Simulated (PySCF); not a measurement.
# CuPH4S (Cu(PH3)(SH)): BLYP/cc-pVDZ (density fitting)

Aim: the charge distribution of CuPH4S (Cu(PH3)(SH)). The job is set up through a Python script.

The results are computed with PySCF 2.14.0.

1 further run of the same task is left out (set aside as unsound or not needed).

## Step 1: The structure to begin with

CuPH4S: 7 atoms, total charge 0, spin state singlet. As SMILES, `[PH3]->[Cu][SH]`. Geometry: a GFN2-xTB relaxation, a rough one for these elements and not checked as a minimum. This is one conformer, not always the lowest.

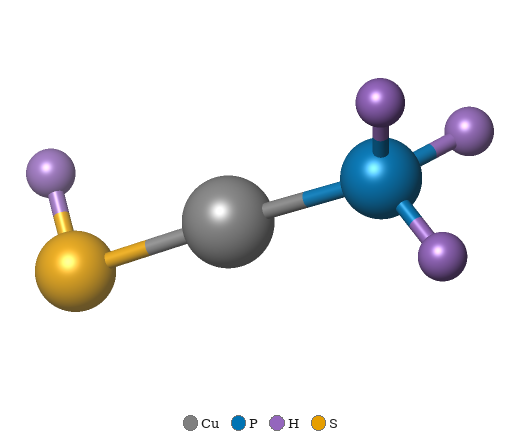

The structure, seen from a chosen angle (copper grey, phosphorus blue, hydrogen purple, sulfur amber).

## Step 2: Energy and one-electron properties at BLYP/cc-pVDZ (density fitting)

input.py

```python
# Cu(PH3)(SH)
import numpy
from pyscf import gto, scf, dft, lo
from pyscf import df

mol = gto.Mole()
mol.atom = '''
Cu     0.268681     0.145773    -1.721597
P      0.308177     0.111777     2.450068
H     -1.516241     1.375834     3.822406
H      2.336287     1.041806     3.799994
H      0.115670    -2.128002     3.781436
S      0.384370     0.201331    -5.877351
H     -1.896926    -0.748539    -6.254956
'''
mol.verbose = 3
mol.unit = 'bohr'
mol.max_memory = 1860
mol.charge = 0
mol.basis = 'cc-pvdz'
mol.build()

mf = dft.RKS(mol)
mf.xc = 'blyp'
mf = mf.density_fit(auxbasis=df.aug_etb(mol, beta=2.0))
mf.grids.level = 4
mf.conv_tol = 1e-10
mf.kernel()
if not mf.converged:
    mf = mf.newton().run(mf.mo_coeff, mf.mo_occ)

e_final = mf.e_tot
print('E = %.10f Eh' % e_final)
dip = mf.dip_moment()
pop, q = mf.mulliken_pop()
quad = mf.quad_moment()
occ = mf.mo_coeff[:, mf.mo_occ > 0]
iaos = lo.vec_lowdin(lo.iao.iao(mol, occ), mf.get_ovlp())
c = iaos.T @ mf.get_ovlp() @ occ
pop_iao, q_iao = scf.hf.mulliken_pop(lo.iao.reference_mol(mol), (c * mf.mo_occ[mf.mo_occ > 0]) @ c.T, numpy.eye(c.shape[0]), verbose=0)
print('IAO charges', numpy.round(q_iao, 4))
```

On the command line:

```console
$ OMP_NUM_THREADS=1 python input.py
```

What it wrote:

```text
converged SCF energy = -2382.63690560207
E = -2382.6369056021 Eh
Dipole moment(X, Y, Z, Debye): -0.64171, -0.31522,  6.29193
 ** Mulliken pop  **
pop of  0 Cu 1s           2.00013
pop of  0 Cu 2s           2.00185
pop of  0 Cu 3s           2.00107
pop of  0 Cu 4s           0.61079
pop of  0 Cu 5s           0.09356
pop of  0 Cu 6s           0.10495
pop of  0 Cu 2px          2.00003
pop of  0 Cu 2py          2.00003
pop of  0 Cu 2pz          2.00007
pop of  0 Cu 3px          2.00128
pop of  0 Cu 3py          2.00130
pop of  0 Cu 3pz          2.00460
pop of  0 Cu 4px          0.01960
pop of  0 Cu 4py          0.04328
pop of  0 Cu 4pz         -0.03005
pop of  0 Cu 5px          0.01042
pop of  0 Cu 5py          0.02092
pop of  0 Cu 5pz          0.21149
pop of  0 Cu 6px          0.03251
pop of  0 Cu 6py          0.08875
pop of  0 Cu 6pz          0.01898
pop of  0 Cu 3dxy         1.84515
pop of  0 Cu 3dyz         1.77521
pop of  0 Cu 3dz^2        1.70248
pop of  0 Cu 3dxz         1.77848
pop of  0 Cu 3dx2-y2      1.84534
pop of  0 Cu 4dxy         0.00625
pop of  0 Cu 4dyz         0.00560
pop of  0 Cu 4dz^2        0.00568
pop of  0 Cu 4dxz         0.00540
pop of  0 Cu 4dx2-y2      0.00625
pop of  0 Cu 5dxy         0.14684
pop of  0 Cu 5dyz         0.16727
pop of  0 Cu 5dz^2        0.18183
pop of  0 Cu 5dxz         0.17011
pop of  0 Cu 5dx2-y2      0.14683
pop of  0 Cu 4f-3         0.00000
pop of  0 Cu 4f-2         0.00000
pop of  0 Cu 4f-1         0.00008
pop of  0 Cu 4f+0         0.00026
pop of  0 Cu 4f+1         0.00006
pop of  0 Cu 4f+2         0.00000
pop of  0 Cu 4f+3         0.00000
pop of  1 P 1s            1.99999
pop of  1 P 2s            2.03921
pop of  1 P 3s            0.90416
pop of  1 P 4s            0.58841
pop of  1 P 2px           2.00421
pop of  1 P 2py           2.00419
pop of  1 P 2pz           2.00467
pop of  1 P 3px           0.58641
pop of  1 P 3py           0.58715
pop of  1 P 3pz           0.72332
pop of  1 P 4px           0.35005
pop of  1 P 4py           0.35375
pop of  1 P 4pz           0.55022
pop of  1 P 3dxy          0.01714
pop of  1 P 3dyz          0.05130
pop of  1 P 3dz^2         0.00942
pop of  1 P 3dxz          0.04870
pop of  1 P 3dx2-y2       0.01842
pop of  2 H 1s            0.73834
pop of  2 H 2s            0.21349
pop of  2 H 2px           0.00817
pop of  2 H 2py           0.00546
pop of  2 H 2pz           0.00702
pop of  3 H 1s            0.73793
pop of  3 H 2s            0.21224
pop of  3 H 2px           0.00946
pop of  3 H 2py           0.00432
pop of  3 H 2pz           0.00697
pop of  4 H 1s            0.73766
pop of  4 H 2s            0.21378
pop of  4 H 2px           0.00295
pop of  4 H 2py           0.01080
pop of  4 H 2pz           0.00682
pop of  5 S 1s            1.99999
pop of  5 S 2s            2.03652
pop of  5 S 3s            0.94976
pop of  5 S 4s            0.82823
pop of  5 S 2px           2.00301
pop of  5 S 2py           2.00249
pop of  5 S 2pz           2.00273
pop of  5 S 3px           0.70938
pop of  5 S 3py           0.86231
pop of  5 S 3pz           0.78420
pop of  5 S 4px           0.50512
pop of  5 S 4py           0.83999
pop of  5 S 4pz           0.70410
pop of  5 S 3dxy          0.00868
pop of  5 S 3dyz          0.00397
pop of  5 S 3dz^2         0.01448
pop of  5 S 3dxz          0.00534
pop of  5 S 3dx2-y2       0.00857
pop of  6 H 1s            0.72282
pop of  6 H 2s            0.19163
pop of  6 H 2px           0.01616
pop of  6 H 2py           0.01129
pop of  6 H 2pz           0.00842
 ** Mulliken atomic charges  **
charge of    0Cu =     -0.02467
charge of    1P =      0.15927
charge of    2H =      0.02752
charge of    3H =      0.02908
charge of    4H =      0.02799
charge of    5S =     -0.26888
charge of    6H =      0.04968
Traceless quadrupole moment (Debye*A):

IAO charges [ 0.4523  0.116   0.003   0.0081  0.0027 -0.6614  0.0794]
```

It took 32 s on 1 thread of Arm Neoverse V1, shared host; peak memory 0.43 GiB.

Atomic charges (e):

| atom | Mulliken | IAO |
| --- | --- | --- |
| Cu1 | -0.025 | +0.452 |
| P2 | +0.159 | +0.116 |
| H3 | +0.028 | +0.003 |
| H4 | +0.029 | +0.008 |
| H5 | +0.028 | +0.003 |
| S6 | -0.269 | -0.661 |
| H7 | +0.050 | +0.079 |

## Step 3: Summary of results

Level: BLYP/cc-pVDZ (density fitting).

| quantity | value |
| --- | --- |
| total energy | -2382.63691 Eh |
| dipole moment | 6.33 D |
| HOMO energy | -4.47 eV |
| LUMO energy | -1.46 eV |
| HOMO–LUMO gap | 3.01 eV |
